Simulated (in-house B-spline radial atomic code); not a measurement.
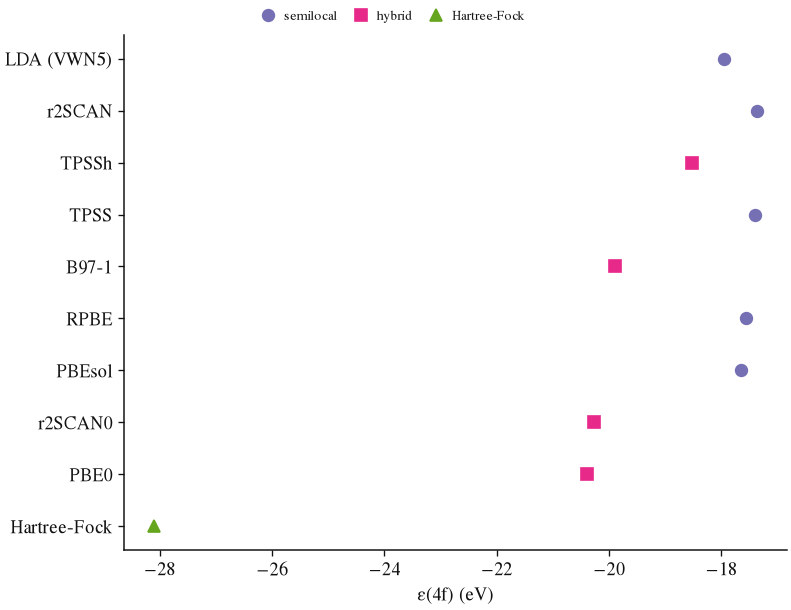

The ytterbium ion Yb²⁺; electrons: [Xe] 4f14. All runs are scalar-relativistic, spin-polarised and spherical, computed with an in-house B-spline radial code (spin-free X2C). Hartree-Fock is the average over the configuration. The plot shows the eigenvalue (eV) of the 4f orbital by 10 methods.

How much do the methods differ, and in which order?

Answer. The deepest is Hartree-Fock (−28.1) and the shallowest r2SCAN (−17.4), a spread of 10.7 eV. In order (eV): Hartree-Fock (−28.1), PBE0 (−20.4), r2SCAN0 (−20.3), B97-1 (−19.9), TPSSh (−18.5), LDA (VWN5) (−18.0), PBEsol (−17.7), RPBE (−17.6), TPSS (−17.4), r2SCAN (−17.4). On the whole, exact exchange removes self-interaction and deepens occupied levels.
